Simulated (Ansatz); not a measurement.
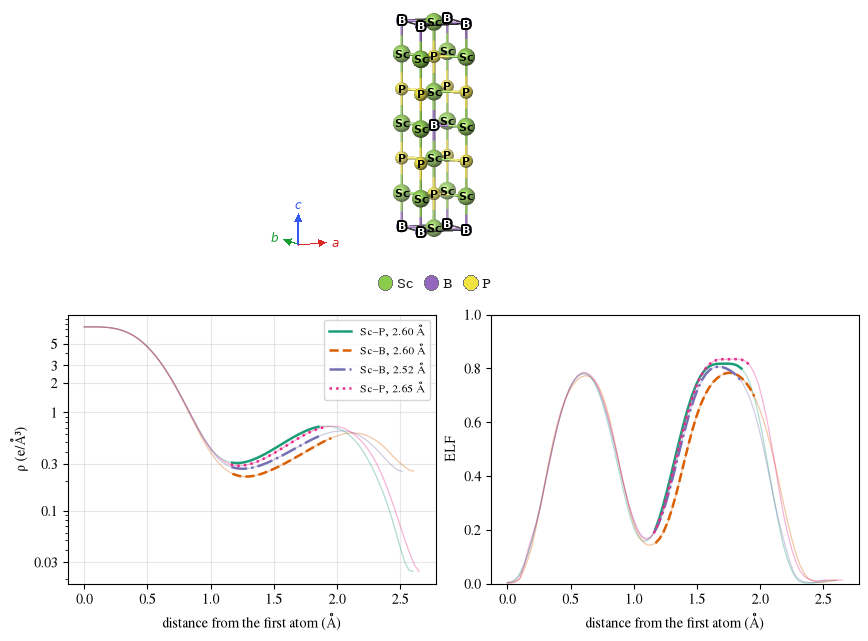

Figure. Sc3BP2. Valence charge density (pseudo) and electron localisation function along straight lines between neighbouring atoms. Thin, pale parts lie inside the atomic spheres. The structure is drawn too.

Space group I4/mmm; a generated structure, not necessarily the stable one.

Computed with DFT PBE, scalar-relativistic, plane waves, PAW in Ansatz 0.2.0.

Core electrons are frozen (PAW), and the valence fields are smoothed inside the atomic spheres.

Question: Compare the contacts.

Answer: Sc–P (2.60 Å): ρ at the midpoint is about 0.32 e/Å³; the ELF peaks at about 0.80 in the valence shell of P, 0.9 Å from its nucleus, and is about 0.40 at the midpoint.
Sc–B (2.60 Å): ρ at the midpoint is about 0.22 e/Å³; the ELF peaks at about 0.80 in the valence shell of B, 0.8 Å from its nucleus, and is about 0.30 at the midpoint.
Sc–B (2.52 Å): ρ is about 0.27 e/Å³ halfway; the ELF peaks at about 0.80 in the valence shell of B, 0.8 Å from its nucleus, and is about 0.30 at the midpoint.
Sc–P (2.65 Å): the density is about 0.3 e/Å³ at the midpoint; the ELF peaks at about 0.85 in the valence shell of P, 0.8 Å from its nucleus, and is about 0.45 at the midpoint.
